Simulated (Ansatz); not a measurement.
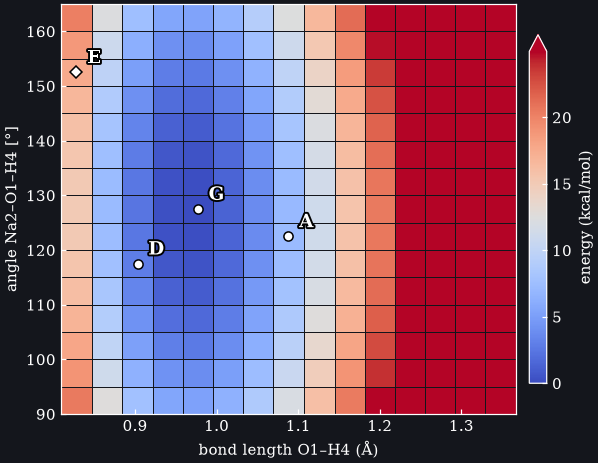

H2NaO, SMILES [OH2+][Na], charge +1. 
- Coordinates scanned: (1) bond length O1–H4; (2) angle Na2–O1–H4.
- Nothing is relaxed (all other coordinates rigid).
- Grid: 15 × 15 points.
- All energies are given in kcal/mol relative to the lowest grid point.
- Theory: RKS PBE0-D4/def2-TZVP in Ansatz 0.2.0.

Drawn: one coloured cell a grid point, one colour for all values above the top of the scale, lettered points.

Rank the lettered points by energy, lowest first.

G (0.0 kcal/mol), D (2.9 kcal/mol), A (7.1 kcal/mol), E (17.6 kcal/mol).

What kind of point is each of A, D, G: minimum, saddle, maximum or slope?

A: on a slope; D: on a slope; G: minimum. (In these two coordinates alone; a stationary point may lie a little off the grid point.)
